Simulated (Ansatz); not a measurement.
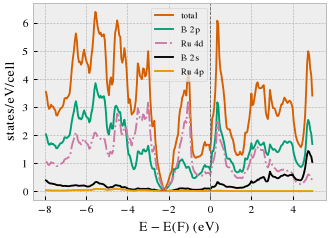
Figure: Total and projected density of states of B4Ru in space group Pnnm (No. 58; Ru on 2d, B on 4g, B on 4g), r²SCAN (plane waves, PAW; program Ansatz)

### Question
Which orbitals carry the states next to the Fermi level?

### Answer
Within 0.5 eV of the Fermi level: B 2p 52 %, Ru 4d 40 %, B 2s 5 %. Projections are on Löwdin-orthogonalised atomic valence shells; empty p or d shells of many metals are not among them.

### Question
Where is the tallest occupied peak in this window, and what makes it?

### Answer
Near -5.5 eV, about 6.4 states/eV per cell; the largest projected share is B 2p.

The start of the workflow was typed in or built on a structure type; neither database checked (COD, Materials Project) lists it. Whether it is the stable phase at ambient conditions was not checked. The cell was relaxed with r²SCAN under the symmetry of its start; whether a distortion lowers the energy is not shown. The run is not spin-polarised. Scalar-relativistic: spin–orbit coupling is off unless named, which matters more the heavier the elements.

Potentials: the earlier of the program's two PAW sets. The files were generated under PBE; for other functionals the program regenerates the frozen cores, and for LDA and PBEsol the local potential too.
